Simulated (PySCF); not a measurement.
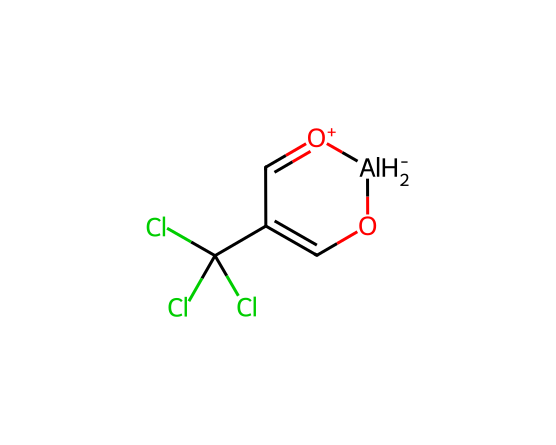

Skeletal drawing of a molecule.

Give its SMILES.

ClC(Cl)(Cl)C1=C[O][AlH2-][O+]=C1

Give the formula, hydrogens included.

C4H4AlCl3O2.

More results for the same structure follow; atom numbers are the same in all pictures, views and colours differ. Computed geometry: PBE0-D3(BJ)/def2-SVP optimisation. No frequency run is at hand to confirm it as a minimum.

**Geometry**

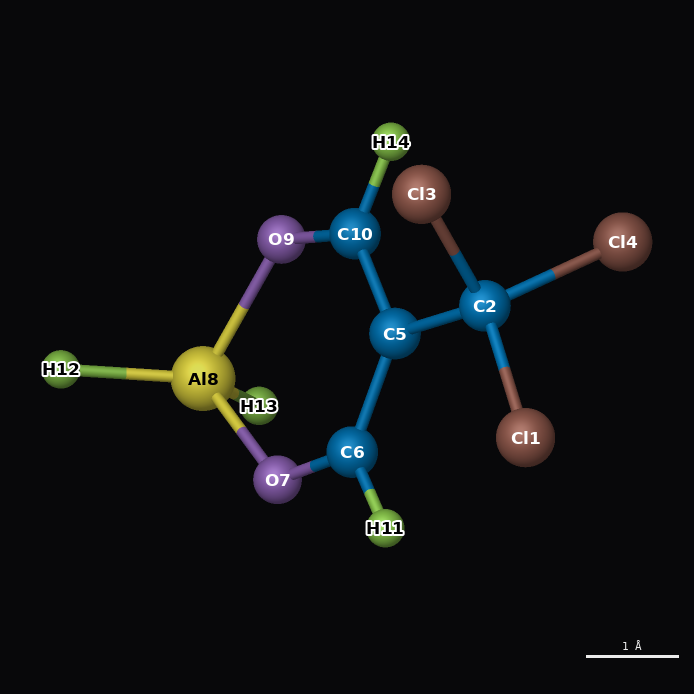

The atoms are numbered. No frequency run is at hand to confirm it as a minimum.

Give the bond lengths.

| bond | length (Å) |
| --- | --- |
| Cl1–C2 | 1.778 |
| C2–Cl3 | 1.795 |
| C2–Cl4 | 1.795 |
| C2–C5 | 1.503 |
| C5–C6 | 1.402 |
| C5–C10 | 1.412 |
| C6–O7 | 1.263 |
| C6–H11 | 1.100 |
| O7–Al8 | 1.866 |
| Al8–O9 | 1.881 |
| Al8–H12 | 1.584 |
| Al8–H13 | 1.584 |
| O9–C10 | 1.256 |
| C10–H14 | 1.104 |

**Electronic properties**

No frequency run is at hand to confirm it as a minimum. Level of theory: KT2/pcSseg-1, gas phase (PySCF 2.14.0).

What is the HOMO–LUMO gap?

2.87 eV.

Give the HOMO energy (Kohn–Sham orbital) at this level.

−6.58 eV.

Give the dipole moment at this level.

1.66 D.

**Quadrupole coupling**

No frequency run is at hand to confirm it as a minimum. Electric field gradients from the ground-state density, PBE0/pcSseg-1 in chloroform (IEF-PCM) (PySCF 2.14.0), non-relativistic apart from any core potentials.

Give the largest field-gradient component, the quadrupole coupling constant and the asymmetry for 35Cl at Cl1 (Q = −81.7 mb), 35Cl at Cl3 (Q = −81.7 mb), 35Cl at Cl4 (Q = −81.7 mb), 17O at O7 (Q = −25.6 mb), 27Al at Al8 (Q = 146.6 mb), 17O at O9 (Q = −25.6 mb).

| atom | V_zz (a.u.) | e²qQ/h (MHz) | η |
| --- | --- | --- | --- |
| Cl1 | 4.385 | −84.2 | 0.00 |
| Cl3 | 4.318 | −82.9 | 0.04 |
| Cl4 | 4.312 | −82.8 | 0.04 |
| O7 | −1.352 | 8.13 | 0.78 |
| Al8 | −0.782 | −26.9 | 0.96 |
| O9 | −1.406 | 8.46 | 0.61 |

**Excitation**

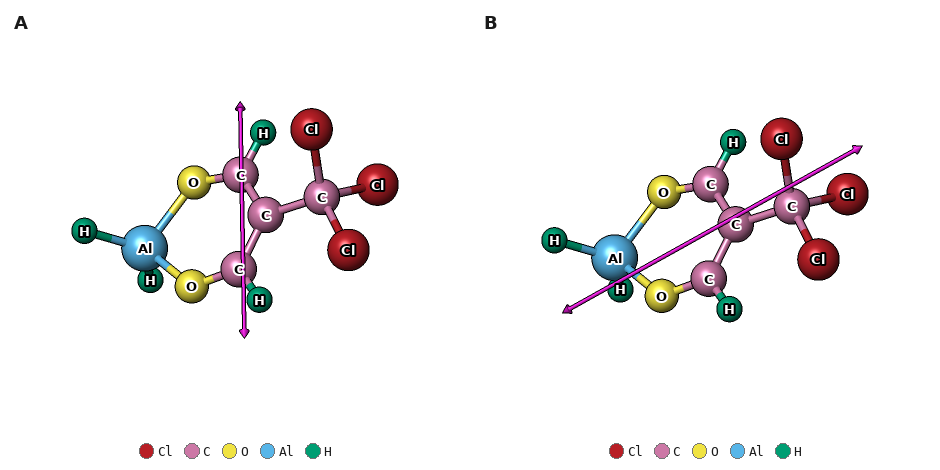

The double arrows show the directions of two transition dipoles from the ground state (lengths mean nothing). No frequency run is at hand to confirm it as a minimum. Properties computed with TDDFT CAM-B3LYP/def2-SVPD, vertical, gas phase, core orbitals frozen in the response (PySCF 2.14.0).

One belongs to singlet state 3 and one to singlet state 7. Which is which?

A: state 3, 5.40 eV (230 nm), oscillator strength 0.057, mainly HOMO−1 → LUMO (weight 0.97).
B: state 7, 6.25 eV (198 nm), oscillator strength 0.23, mainly HOMO → LUMO+2 (weight 0.67).
